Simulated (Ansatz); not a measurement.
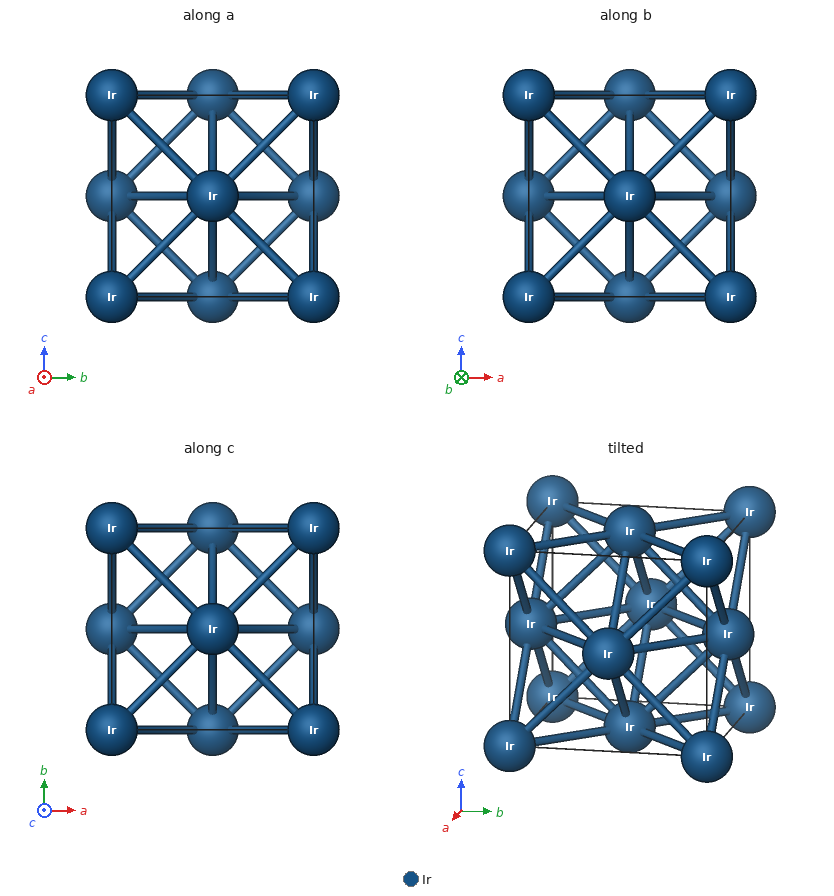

Structure drawing (ball-and-stick), viewed along the a axis, along the b axis, along the c axis and slightly off an axis. The frame is the conventional unit cell; atoms at its boundary are shown with their periodic copies.

Lattice parameters: a = 3.840 Å, b = 3.840 Å, c = 3.840 Å, α = 90.00°, β = 90.00°, γ = 90.00°.

### Record the structure as a table of Wyckoff sites.

Space group Fm-3m (No. 225).
```
atom  site       x       y       z
  Ir    4a  0.0000  0.0000  0.0000
```

The structure comes from the standard structure of this element. Earlier steps of the study may have refined or changed the cell and positions. A calculation with Ansatz used it as input.
